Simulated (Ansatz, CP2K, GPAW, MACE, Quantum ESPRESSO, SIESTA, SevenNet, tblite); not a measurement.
**Random rock-salt alloy of CaS and PbS (64 atoms): other programs against plane waves**

One geometry of random rock-salt alloy of CaS and PbS (64 atoms) is solved by several programs and methods. How far do their forces lie from a plane-wave PBE run?

Results are calculated, not measured.

### Step 1. The cell

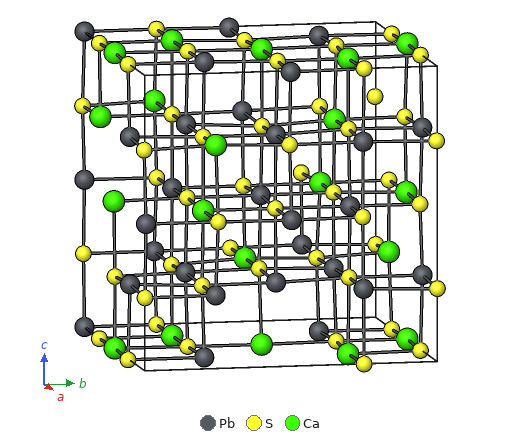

The cell (lead dark grey, sulfur yellow, calcium green). Bonds to atoms that aren't drawn are left out. Some periodic images of atoms are drawn too.

The cell holds 64 atoms (20 Pb, 32 S and 12 Ca), with edges of 11.69, 11.69 and 11.69 Å. Recipe: rock-salt CaS, 2 x 2 x 2 conventional cells, 20 of 32 Ca sites given to Pb at random (x = 0.625), lattice by Vegard's rule (a = 5.844 Å); not relaxed, displaced by a Gaussian of 0.02 Å. Then every atom was moved at random, 0.05 Å r.m.s. a Cartesian component. The density is 5.88 g/cm³.

### Step 2. The reference input

Quantum ESPRESSO 7.5: Kohn-Sham DFT, PBE, SSSP efficiency 1.3.0 pseudopotentials, plane waves. Its input, pw.in:

```
&control
  calculation = 'scf'
  pseudo_dir = './pseudo'
  outdir = './tmp'
  disk_io = 'none'
  tprnfor = .true.
  tstress = .true.
/
&system
  ibrav = 0
  nat = 64
  ntyp = 3
  ecutwfc = 45
  ecutrho = 360
  nosym = .true.
  occupations = 'smearing'
  smearing = 'fd'
  degauss = 0.003675
/
&electrons
  conv_thr = 3.2e-07
  electron_maxstep = 100
  mixing_beta = 0.2
  mixing_mode = 'local-TF'
  diagonalization = 'david'
/
ATOMIC_SPECIES
Pb 207.200 Pb.upf
S 32.060 S.upf
Ca 40.078 Ca.upf
CELL_PARAMETERS angstrom
11.68760 0.00000 0.00000
0.00000 11.68760 0.00000
0.00000 0.00000 11.68760
ATOMIC_POSITIONS crystal
Pb 0.00504 0.00371 0.99926
S 0.25288 0.00220 0.99690
Pb 0.99703 0.24314 0.24728
S 0.25188 0.24886 0.23901
[... 58 atom lines left out ...]
Pb 0.74694 0.75522 0.49583
S 0.49563 0.75175 0.50511
K_POINTS gamma
```

```console
$ OMP_NUM_THREADS=1 mpirun -np 4 pw.x -in pw.in > output.txt
```

The job ended after 7.7 min (4 MPI ranks of Arm Neoverse V2, shared host; peak memory 3.6 GiB).

It converged with an r.m.s. force component of 0.34 eV/Å and a pressure of 3.3 GPa.

Its highest filled and lowest empty levels lie 1.08 eV apart on its k-points.

### Step 3. What was run beside it

- CP2K 2026.2: Gaussian basis with GTH pseudopotentials and a plane-wave density; labels give functional, basis (MOLOPT sets; SR short-range, UZH the newer set with its own potentials), grid cutoff/relative cutoff and solver (OT: orbital transformation; TRS4, TC2, SIGN: linear-scaling purification with its sparsity filter), or its built-in tight binding.
- GPAW 26.7.0: PAW with atomic orbitals (LCAO), plane waves or a real-space grid of spacing h.
- MACE: machine-learned potential, published weights.
- Quantum ESPRESSO 7.5: plane waves; labels (QE) give functional, pseudopotential set and cutoffs of waves/density.
- SIESTA 5.4.2: numerical atomic orbitals, whose automatically made sets are far from complete, with PseudoDojo norm-conserving potentials that we converted to its format (checked against plane waves on the same files for H, C, O, Si, Ge and Ca alone); labels give functional, basis size, energy shift and mesh cutoff.
- SevenNet: machine-learned potential, published weights.
- tblite 0.8.0: extended tight binding, driven from Python.

All use the same cell and atoms, and the electronic-structure runs the same k-mesh.

### Step 4. Side by side

Differences are against the reference: forces as r.m.s. over components, share as that over the reference's r.m.s. force, slope as the fitted ratio of a run's forces to the reference's.

```tsv
run	Δ force, r.m.s. (meV/Å)	share (%)	slope	Δ pressure (GPa)	Δ gap (eV)	cores	CPU time	memory (GiB)
reference	-	-	-	-	-	4	31 min	3.6
CP2K BLYP, DZVP-MOLOPT-SR, 600/50 Ry, diagonalisation	31.5	9.37	0.981	1.98	0.134	2	3.5 min	4.0
CP2K PBE, DZVP-MOLOPT (SR for Pb, Ca), 600/50 Ry, diagonalisation	19.0	5.65	0.993	-0.0524	0.0259	4	5 min	5.7
CP2K PBE, DZVP-UZH, 600/20 Ry, diagonalisation (coarse)	27.4	8.15	1.039	0.948	-0.0737	4	2.6 min	5.8
CP2K PBE, DZVP-UZH, 600/50 Ry, diagonalisation	26.1	7.77	1.066	0.98	-0.0731	4	3.5 min	5.8
CP2K PBE, SZV-MOLOPT-SR, 600/50 Ry, diagonalisation (coarse)	556	165	-0.030	-1.09	-	1	2.8 min	3.8
CP2K PBE, TZV2P-MOLOPT (SR for Pb, Ca), 600/50 Ry, diagonalisation	17.5	5.21	0.999	-0.0149	0.0552	4	6.8 min	6.4
GPAW PBE, LCAO dzp, h 0.15 Å	28.7	8.54	1.057	-	0.0143	1	6.3 min	3.5
GPAW PBE, LCAO dzp, h 0.2 Å	36.2	10.8	1.052	-	0.0146	1	3.5 min	1.9
GPAW PBE, LCAO sz(dzp), h 0.2 Å (coarse)	128	38.2	1.325	-	0.0912	1	64 s	1.5
GPAW PBE, LCAO szp(dzp), h 0.2 Å (coarse)	46.1	13.7	1.089	-	0.0813	1	2.4 min	1.8
GPAW PBE, plane waves 550 eV	17.5	5.22	0.962	-0.106	-0.0577	2	7.8 min	1.8
MACE MP-0b3 medium potential	82.8	24.7	0.955	-1.04	-	1	6.6 s	0.76
MACE MPA-0 medium potential	93.0	27.7	1.018	-0.516	-	1	6.8 s	0.74
QE PBE, sssp-1.3.0-efficiency, 20/160 Ry (coarse)	48.5	14.4	1.116	-9.58	0.001	2	5.9 min	1.1
SIESTA PBE, DZ, shift 0.01 Ry, mesh 300 Ry (coarse)	169	50.3	1.301	0.251	0.0726	1	77 s	0.76
SIESTA PBE, DZP, shift 0.01 Ry, mesh 200 Ry	136	40.5	0.938	1.63	-0.0384	1	1.7 min	0.71
SIESTA PBE, DZP, shift 0.01 Ry, mesh 300 Ry	136	40.5	0.938	1.62	-0.0382	2	3.5 min	1.4
SIESTA PBE, SZP, shift 0.01 Ry, mesh 300 Ry (coarse)	146	43.6	0.947	1.72	0.0745	1	2.9 min	1.1
SIESTA VV10, PBE potentials, DZP, shift 0.01 Ry, mesh 300 Ry	125	37.3	1.065	2.05	-0.0621	2	11 min	2.2
SevenNet 0 potential	90.2	26.9	0.972	-0.779	-	1	6.7 s	0.67
tblite GFN1-xTB	322	95.8	0.408	-10.7	-	1	3.8 s	0.12
tblite GFN2-xTB	362	108	0.136	-6.10	-	1	11 s	0.12
```

Rows marked coarse were listed beforehand as settings not expected to be converged; some can still land near the reference.

Times of the machine-learned potentials are mostly Python's start and the loading of weights.

Runs without a result: CP2K GFN1-xTB, diagonalisation (not converged).

CPU time is summed over cores on shared hosts, so it is rough.

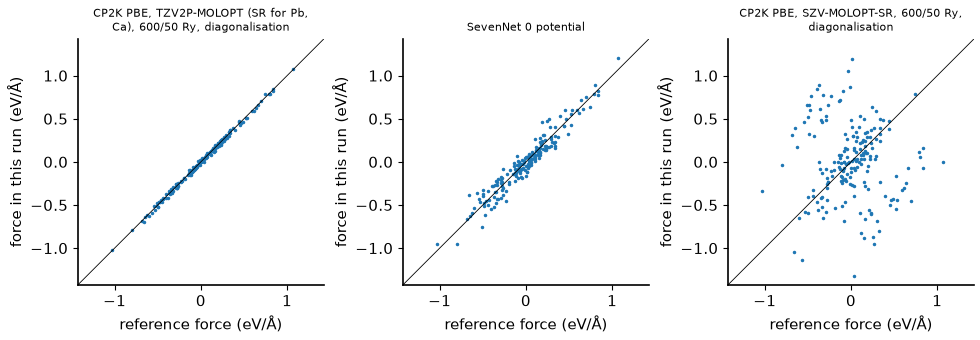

Force components against those of the reference; the line marks equality.

### Step 5. Findings

Forces lie from 5.2 % (CP2K PBE, TZV2P-MOLOPT (SR for Pb, Ca), 600/50 Ry, diagonalisation) to 165 % (CP2K PBE, SZV-MOLOPT-SR, 600/50 Ry, diagonalisation, coarse) of the reference's r.m.s. force of 0.34 eV/Å away from it. Other PBE runs on plane waves or a grid: GPAW PBE, plane waves 550 eV 5.2 % of the r.m.s. force; the reference has errors of its own, so differences under a few per cent don't tell which side is nearer the exact PBE result. The PBE runs in local orbitals, coarse settings apart, differ by 5.2 % (CP2K PBE, TZV2P-MOLOPT (SR for Pb, Ca), 600/50 Ry, diagonalisation) to 41 % (SIESTA PBE, DZP, shift 0.01 Ry, mesh 300 Ry); basis, grid and potentials can all enter. Tight binding differs by 96 % (tblite GFN1-xTB) to 108 % (tblite GFN2-xTB); it is another model, with fitted parameters of its own, and the xTB methods hold dispersion.

Machine-learned potentials differ by 25 % (MACE MP-0b3 medium potential) to 28 % (MACE MPA-0 medium potential); they were trained on other programs' data. Rows with another functional or a dispersion term differ by 9.4 % (CP2K BLYP, DZVP-MOLOPT-SR, 600/50 Ry, diagonalisation) to 37 % (SIESTA VV10, PBE potentials, DZP, shift 0.01 Ry, mesh 300 Ry), which mixes the change of model with differences of basis and potentials, some of them made for another functional. Runs with settings chosen to be coarse differ by 8.2 % (CP2K PBE, DZVP-UZH, 600/20 Ry, diagonalisation) to 165 % (CP2K PBE, SZV-MOLOPT-SR, 600/50 Ry, diagonalisation), their programs' other errors included. GPAW PBE, LCAO sz(dzp), h 0.2 Å stiffens the forces by a factor of 1.32 while following their directions (correlation 0.989); the slopes of the 5 GPAW runs lie between 0.96 and 1.32. From GPAW PBE, LCAO dzp, h 0.2 Å to the finer GPAW PBE, LCAO dzp, h 0.15 Å the share falls from 11 to 8.5 %. From SIESTA PBE, DZP, shift 0.01 Ry, mesh 200 Ry to the finer SIESTA PBE, DZP, shift 0.01 Ry, mesh 300 Ry the share goes from 40.5 to 40.5 %, so the grid isn't what parts these runs from the reference. Pressures at PBE, coarse settings apart, lie -0.11 to +1.63 GPa from the reference's. Gaps at PBE, coarse settings apart, lie -0.07 to +0.06 eV from the reference's, on k-points that hold the band edges only if these fold onto them.

**Limits.** Periodic xTB results under one method name differ between programs and library versions. The potentials hold different valence shells: 592 electrons in the reference, 392 in CP2K with TZV2P-MOLOPT; this bears on time and differences. The reference's pressure holds the uncorrected Pulay stress of its 45 Ry basis, so small pressure differences may be the reference's own error. Machine-learned potentials mimic data converged in k, so the reference's own k-point error enters their differences. The host structure and its lattice constant were typed by rule, without a check against the phase diagram. The electronic-structure runs sample only Γ, in a cell whose shortest periodic width is 12 Å. Spin–orbit coupling is left out, which matters for the levels of the heavy elements. The reference's pressure of 3.3 GPa reflects the volume that the recipe set, positions that aren't this level's minimum and the coarse k-sampling. Where levels are smeared, the DFT runs use Fermi–Dirac occupations at 580 K (0.05 eV), and energies are free energies. The atoms were displaced at random, and shares hang on the size of the forces that this gives. The reference's cutoffs and mesh weren't converged further here.

[Logs are printed without paths, hosts, clocks, repeated set-up lines and the standing remarks that a program may print on its own settings, such as how far it seeks lower states.]

[Hosts, paths, dates, database ids (printed as entryN), source tags and the programs' standing remarks are cut or masked in the printed files.]

[Cells were taken only where this reference lay near another plane-wave run.]
